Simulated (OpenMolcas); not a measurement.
Single-point calculation, with input and output: C3H9B (part 2 of 2)

Continued. System: C3H9B, SMILES CB(C)C. Method: CASPT2/ANO-R1, sfX2C (OpenMolcas 26.06). The geometry comes from this level: GFN2-xTB.

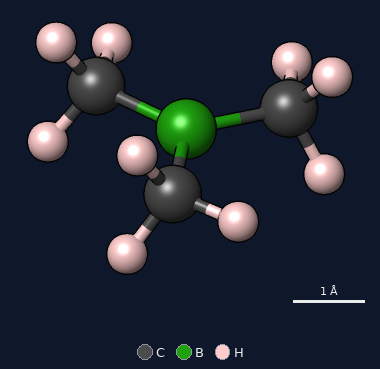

Fig. 1: The input geometry (ball-and-stick view, seen at an oblique angle).

Log, continued:
```
++    CI expansion specifications:
      ----------------------------

      Number of CSFs                           175
      Number of spin combinations              210
      Number of determinants                   400
      Number of root(s) required                 1
      Root chosen for geometry opt.              1
      CI root used                               1

      highest root included in the CI            1
      max. size of the explicit Hamiltonian    175
--

++    Optimization specifications:
      ----------------------------

      RASSCF algorithm: LK RI/DF
      Maximum number of macro iterations       200
      Maximum number of SX iterations          100
      Threshold for RASSCF energy            1.000E-08
      Threshold for max MO rotation          1.000E-01
      Threshold for max BLB element          1.000E-04
      Level shift parameter                  5.000E-01
      Make Quasi-Newton update
--

      The MO-coefficients are taken from the file:
      step2.RasOrb
      Title: RASSCF average (pseudo-natural) orbitals

      Total molecular charge    0.00

      ************************************************************************************************************************
      *                                            Wave function control section                                             *
      ************************************************************************************************************************

                                         RASSCF iterations: Energy and convergence statistics
                                         ----------------------------------------------------

          iter iter root      energy       change     param      element    value   shift minimum  type update hh:mm:ss
 Nr of preliminary CI iterations:   1
        1   1    4    1  -143.68602116    0.00E+00   2.52E-05    9  21 1  3.22E-06   0.00   0.00    SX    NO    0:00:00
        2   1    4    1  -143.68602116   -5.84E-10   1.93E-05    6  17 1  1.09E-06   0.00   0.00    SX    NO    0:00:00
        3   1    3    1  -143.68602116   -2.14E-10   1.47E-05    7  14 1  8.07E-07   0.00   0.00    SX    NO    0:00:00
        4   1    3    1  -143.68602116   -1.12E-10   1.12E-05    7  18 1 -6.53E-07   0.00   0.00    SX    NO    0:00:00
      Convergence after  4 iterations
        5   1    3    1  -143.68602116   -6.19E-11   1.12E-05    7  18 1 -5.15E-07   0.00   0.00    SX    NO    0:00:00

      ************************************************************************************************************************
                                                      Wave function printout:
                       occupation of active orbitals, and spin coupling of open shells (u,d: Spin up or down)
      ************************************************************************************************************************

      Note: transformation to natural orbitals
      has been made, which may change the order of the CSFs.

      printout of CI-coefficients larger than  0.05 for root  1
      energy=    -143.686021
      conf/sym  111111     Coeff  Weight
             1  222000  -0.98688 0.97393
            16  220002   0.05288 0.00280
            27  u2d0ud  -0.06357 0.00404
            29  202200   0.08075 0.00652
            43  022020   0.05742 0.00330

      Natural orbitals and occupation numbers for root  1
      sym 1:   1.980809   1.983136   1.983436   0.016898   0.017599   0.018121

      ************************************************************************************************************************
      *                                                    Final results                                                     *
      ************************************************************************************************************************

++    Final optimization conditions:
      ------------------------------

      Average CI energy                            -143.68602116
      RASSCF energy for state  1                   -143.68602116
      Super-CI energy                                -0.00000000
      RASSCF energy change                           -0.00000000
      Max change in MO coefficients               9.435E-06
      Max non-diagonal density matrix element     1.123E-05
      Maximum BLB matrix element                 -5.149E-07
      (orbital pair   7,  18 in symmetry   1)
      Norm of electronic gradient            1.850E-06
--

      Final state energy(ies):
      ------------------------

::    RASSCF root number  1 Total energy:   -143.68602116
      Von Neumann Entropy (Root   1) =  0.21755

      Mulliken population analysis for root number:  1
      -----------------------------------------------

++    Molecular charges:
      ------------------

      Mulliken charges per centre
      ---------------------------

                C1      B2      C3      C4      H5      H6      H7      H8      H9      H10     H11     H12
      Total    6.1256  4.7627  6.1115  6.1384  0.9799  0.9940  0.9796  0.9810  0.9968  0.9854  0.9787  0.9780

      N-E     -0.1256  0.2373 -0.1115 -0.1384  0.0201  0.0060  0.0204  0.0190  0.0032  0.0146  0.0213  0.0220

                H13
      Total    0.9884

      N-E      0.0116

      Total electronic charge=   32.000000

      Total            charge=   -0.000000
--

      Expectation values of various properties for root number:  1
      -----------------------------------------------------------

++    Molecular properties:
      ---------------------

      Charge (e):
                      =   -0.0000
      Dipole Moment (debye):
      Origin of the operator (angstrom)=    0.0057    0.0093    0.0064
                   X= -7.8728E-02               Y= -7.9864E-02               Z= -6.3332E-02           Total=  1.2879E-01
      Quadrupole Moment (debye*angstrom):
      Origin of the operator (angstrom)=    0.0057    0.0093    0.0064
                  XX= -2.8146E+01              XY=  2.8929E-01              XZ= -9.9026E-01              YY= -2.9417E+01
                  YZ= -4.8133E-01              ZZ= -2.7798E+01
      In traceless form (debye*angstrom)
                  XX=  4.6124E-01              XY=  4.3393E-01              XZ= -1.4854E+00              YY= -1.4450E+00
                  YZ= -7.2199E-01              ZZ=  9.8376E-01
--

      LoProp population analysis for root number:  1
      -----------------------------------------------

++    LoProp analysis:
      ----------------

++    Static properties:
      ------------------

      LoProp Charges per center

                   C1       B2       C3       C4       H5       H6       H7       H8       H9       H10
      Nuclear      6.0000   5.0000   6.0000   6.0000   1.0000   1.0000   1.0000   1.0000   1.0000   1.0000
      Electronic  -6.8102  -4.6707  -6.8014  -6.8180  -0.7620  -0.7755  -0.7615  -0.7634  -0.7782  -0.7630

      Total       -0.8102   0.3293  -0.8014  -0.8180   0.2380   0.2245   0.2385   0.2366   0.2218   0.2370

                   H11      H12      H13
      Nuclear      1.0000   1.0000   1.0000
      Electronic  -0.7610  -0.7601  -0.7750

      Total        0.2390   0.2399   0.2250
--

      Natural Bond Order analysis for root number:  1

++    Natural Bond Order analysis
      ---------------------------
      Based on LoProp computed density
      -------------------------------------------------------------------------------------
      Atom A       Atom B       Bond Order
      -------------------------------------------------------------------------------------
      NBO located      0.997 non-bonded electrons on atom C1
      NBO located      0.998 non-bonded electrons on atom B2
      NBO located      0.997 non-bonded electrons on atom C3
      NBO located      0.997 non-bonded electrons on atom C4
      The remaining   16.219 electrons are to be considered as diffuse
--

--

      Average orbitals are written to the RASORB file
      Natural orbitals for root   1 are written to the RASORB.1 file
      Spin density orbitals for root   1 are written to the SPDORB.1 file

--- Stop Module: rasscf /rc=_RC_ALL_IS_WELL_ ---
--- Module rasscf spent 2 seconds ---

--- Start Module: caspt2 ---

                                              &CASPT2

                       available to each process: 1.9 GB of memory, 1 thread

++    Wave function specifications:
      -----------------------------

      Number of closed shell electrons          18
      Number of electrons in active shells       6
      Max number of holes in RAS1 space          0
      Max number of electrons in RAS3 space      0
      Number of inactive orbitals                9
      Number of active orbitals                  6
      Number of secondary orbitals              82
      Spin quantum number                      0.0
      State symmetry                             1
      Number of CSFs                           175
      Number of CASSCF root(s) available         1
      CASPT2 state passed to geometry opt.       1
      A file JOBMIX will be created
      This is a CASSCF or RASSCF reference function
--

++    Orbital specifications:
      -----------------------

      Symmetry species                           1
                                                 a
      Frozen orbitals                            4
      Inactive orbitals                          9
      Active orbitals                            6
      Secondary orbitals                        82
      Deleted orbitals                           0
      Number of basis functions                101
--

++    CASPT2 specifications:
      ----------------------

      Type of calculation                        SS-CASPT2
      Fock operator                              state-specific
      IPEA shift                                 0.25
      Real shift                                 0.00
      Imaginary shift                            0.20
      The input orbitals will be transformed to quasi-canonical
--

--------------------------------------------------------------------------------
 Estimated memory requirements:
  POLY3 :                   262414
  RHS:                      655160
  SIGMA :                   985048
  PRPCTL:                        0
 Available workspace:    232477725

++ CASPT2 computation for group   1

********************************************************************************
 Multi-State initialization phase begins for group   1
--------------------------------------------------------------------------------
********************************************************************************
 Compute H0 matrices for state    1
--------------------------------------------------------------------------------
--------------------------------------------------------------------------------
 H0 matrices have been computed.

********************************************************************************
  CASPT2 EQUATION SOLUTION
--------------------------------------------------------------------------------

  Total nr of CASPT2 parameters:
   Before reduction:      871194
   After  reduction:      867098

 Variance of |WF0>:       1.5826823511

 The contributions to the second order correlation energy in atomic units.
-----------------------------------------------------------------------------------------------------------------------------
  IT.      VJTU        VJTI        ATVX        AIVX        VJAI        BVAT        BJAT        BJAI        TOTAL       RNORM
-----------------------------------------------------------------------------------------------------------------------------
   1    -0.000063   -0.000742   -0.004913   -0.033036   -0.008204   -0.039719   -0.060327   -0.339800   -0.486803    0.020760
   2    -0.000066   -0.000818   -0.005095   -0.034350   -0.008469   -0.040054   -0.060664   -0.340505   -0.490022    0.003946
   3    -0.000067   -0.000825   -0.005100   -0.034357   -0.008471   -0.040049   -0.060610   -0.340446   -0.489924    0.001090
   4    -0.000067   -0.000830   -0.005096   -0.034326   -0.008465   -0.040033   -0.060592   -0.340407   -0.489815    0.000263
   5    -0.000067   -0.000830   -0.005095   -0.034326   -0.008465   -0.040033   -0.060595   -0.340409   -0.489821    0.000065
   6    -0.000067   -0.000830   -0.005095   -0.034326   -0.008465   -0.040035   -0.060596   -0.340413   -0.489827    0.000014
   7    -0.000067   -0.000830   -0.005095   -0.034326   -0.008465   -0.040035   -0.060596   -0.340412   -0.489827    0.000004
-----------------------------------------------------------------------------------------------------------------------------

  FINAL CASPT2 RESULT:

      Reference energy:        -143.6860211582
      E2 (Non-variational):      -0.4898265740
      Shift correction:          -0.0026341757
      E2 (Variational):          -0.4924607496
      Total energy:            -144.1784819078
      Residual norm:              0.0000008214
      Reference weight:           0.85312

      Contributions to the CASPT2 correlation energy
      Active & Virtual Only:         -0.0451299131
      One Inactive Excited:          -0.0949893819
      Two Inactive Excited:          -0.3497072789

++ Denominators, etc.
--------------------------------------------------------------------------------------------------------------
 Report on small energy denominators, large coefficients, and large energy contributions.
CASE  SYMM ACTIVE-MIX  NON-ACTIVE INDICES          DENOMINATOR     RHS VALUE       COEFFICIENT     CONTRIBUTION
--

   (Skipping property calculation,
    use PROP keyword to activate)
--

  Total CASPT2 energies:
::    CASPT2 Root  1     Total energy:   -144.17848191

  A NEW JOBIPH FILE NAMED 'JOBMIX' IS PREPARED.
********************************************************************************
--- Stop Module: caspt2 /rc=_RC_ALL_IS_WELL_ ---
--- Module caspt2 spent 2 seconds ---

.##################.
.# Happy landing! #.
.##################.

    Timing: Wall=7.72 User=6.84 System=0.80
```

This output came from the following input.

The input:
```
&GATEWAY
  Coord
  13
  bohr
  C     -1.74724077     2.27919868    -0.84826026
  B      0.02169406     0.03987322     0.02428298
  C      2.21657316     0.46005383     1.99500277
  C     -0.43425906    -2.68603782    -1.10722833
  H     -1.67792562     2.51940177    -2.89156443
  H     -1.28886881     4.09189957     0.00357158
  H     -3.71552281     1.86795648    -0.40559192
  H      1.98209594    -0.78514341     3.61827751
  H      2.37487551     2.38317141     2.70056981
  H      4.03122046    -0.05094702     1.16601771
  H     -0.32667696    -2.66264301    -3.16264564
  H     -2.32918193    -3.35396152    -0.65856955
  H      0.89321685    -4.10282218    -0.43388112
  Basis=ANO-R1
  Group=NoSym
  RICD

&SEWARD

&RASSCF
  FileOrb=$CurrDir/step2.RasOrb
  Spin=1
  Nactel=6 0 0
  Inactive=13
  Ras2=6
  OrbListing=Nothing
  OrbAppear=Compact

&CASPT2
  Imaginary=0.2
```

Launched with:
```bash
export MOLCAS_MEM=1860
pymolcas step3.inp > step3.log
```

Key numbers:

```json
{"quantity": "outcome", "value": "converged"}
{"quantity": "total energy", "value": "−144.178482 hartree"}
{"quantity": "CASSCF energy", "value": "−143.686021 hartree"}
{"quantity": "basis functions", "value": "101"}
{"quantity": "hardware", "value": "1 thread of Intel Xeon (Sapphire Rapids), 16 GiB of memory available, shared host"}
{"quantity": "wall time", "value": "8.1 s"}
{"quantity": "peak memory", "value": "0.081 GiB"}
```
